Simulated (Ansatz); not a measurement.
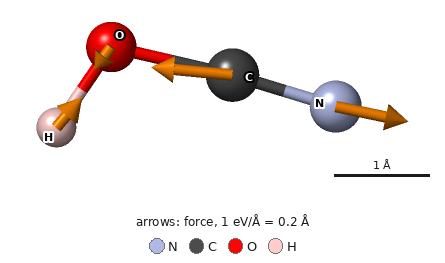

Starting geometry of CHNO with the computed forces as orange arrows. A ball-and-stick model, seen face on.

The run prepares an end point of a later path (hydrogen shift) calculation, from a guessed geometry.

Theory: Ansatz 0.2.0, RKS PBE-D4/def2-TZVP. Settings: no spin polarisation; force threshold 0.02 eV/Å; at most 50 steps.

Is this structure relaxed? If not, where do the atoms go?

It isn't relaxed: the largest force vector, on the C atom, is 4.31 eV/Å. The final displacements follow the starting forces only in part (cosine between the two patterns 0.45). The largest move after the best rigid fit is that of the C atom, 0.069 Å. Largest moves by element: C 0.069 Å, N 0.049 Å, H 0.041 Å, O 0.017 Å. Some distances before and after: H–O 1.031 → 0.978 Å, C–N 1.136 → 1.168 Å, C–O 1.309 → 1.303 Å. The energy falls by 14.4 kJ/mol in 5 geometry steps. The largest force component goes from 3.6 to 0.0028 eV/Å.
